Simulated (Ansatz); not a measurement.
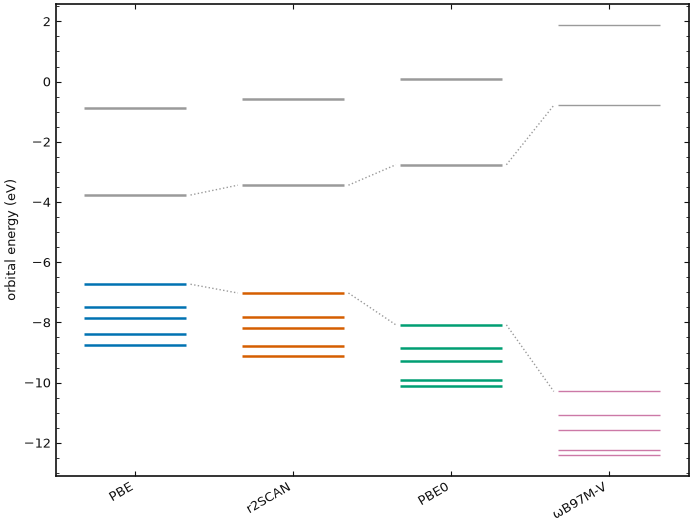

Frontier orbital energies of CH₅BClFSi, SMILES B[SiH2][C@@H](F)Cl at one geometry, def2-TZVPP, the Ansatz code, at a PBE0-D4/def2-TZVP geometry (no frequency check). Empty levels are grey, levels within 0.1 eV stand side by side; all columns show the same few orbitals around the gap. Dotted lines join the HOMOs and the LUMOs.

### Compare the HOMO-LUMO separations.

The separation grows from 2.96 eV (PBE) to 9.50 eV (ωB97M-V).

```tsv
level	HOMO (eV)	LUMO (eV)	separation (eV)
PBE	−6.73	−3.77	2.96
r2SCAN	−7.02	−3.44	3.58
PBE0	−8.08	−2.76	5.32
ωB97M-V	−10.29	−0.79	9.50
```

Limits of at least one run: empty levels above zero depend strongly on the basis; one conformer of a flexible molecule.
